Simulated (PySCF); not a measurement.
CuF₂ (SMILES [F][Cu][F]) (doublet)

Input

```
{"job": {"kind": "sp", "xc": "PBE0", "basis": "ma-def2-SVP", "d3": "d3bj", "grid": 2}, "charge": 0, "multiplicity": 2}
Cu     0.008389    -0.001625    -0.008300
F      0.004291    -0.002240     1.758251
F      0.012680    -0.001015    -1.774854
```

Command:

```sh
OMP_NUM_THREADS=1 python redox_run.py task.json out
```

Geometry: PBE-D3(BJ)/ma-def2-SVP.

Level of theory: DFT single point, gas phase, functional PBE0 in PySCF.

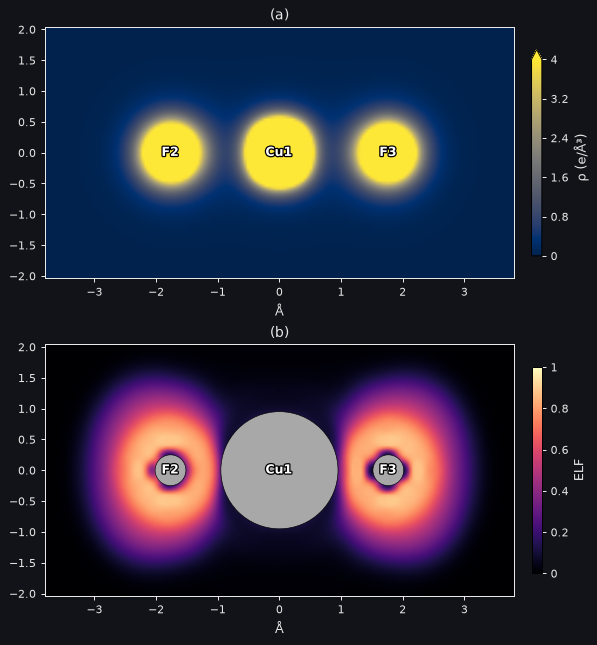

Figure 1. (a) electron density; (b) ELF on a plane that holds the molecular axis. Grey discs cover the atomic cores in the ELF map.

### What do the fields say about this system?

The section cuts through Cu and F sites.
Cu–F (1.77 Å): the density is about 0.77 e/Å³ at the midpoint; the ELF peaks at about 0.80 in the valence shell of F, 0.5 Å from its nucleus, and is about 0.15 at the midpoint.

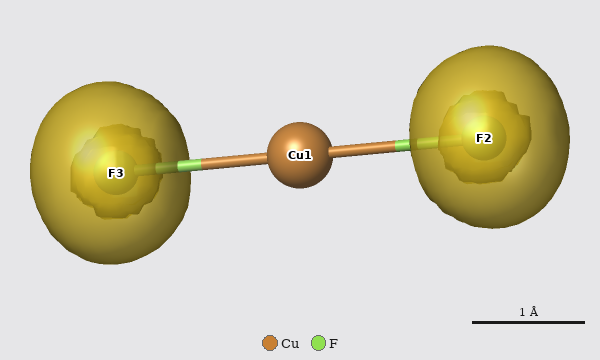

Figure 2. Isosurface of the electron localisation function at 0.75 (yellow), seen from one side. Core shells and regions of very low density are left out.

### Describe the localisation domains.

The surface consists of two regions wrapped around F (the valence shell of each).

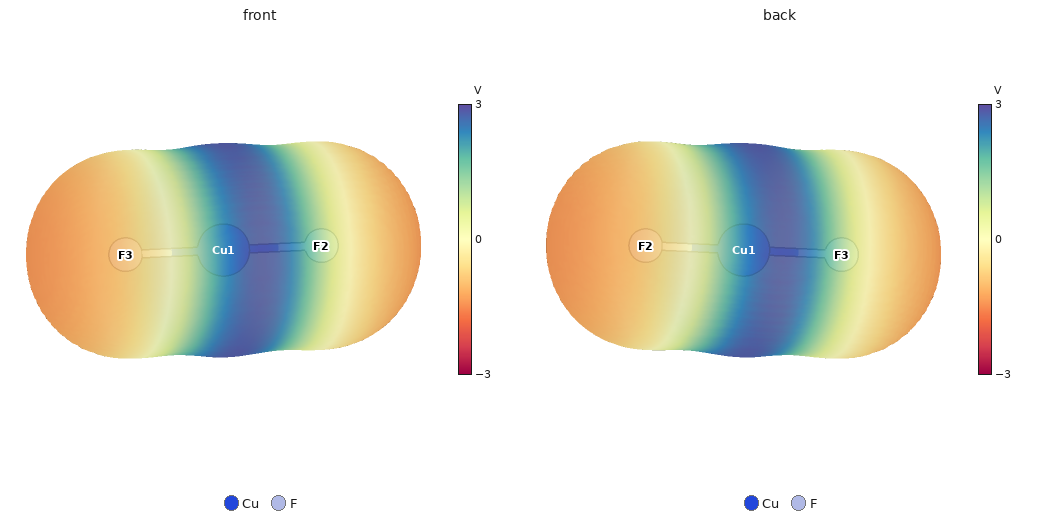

Figure 3. The molecular electrostatic potential painted on the density surface at 0.001 e/bohr³, seen from the front and from behind; the colour scale runs from red (negative) to blue (positive).

### Where is the surface potential most negative and most positive?

The most negative region (about −1.4 V) lies over F2 and F3, the most positive (about +2.9 V) over Cu1.
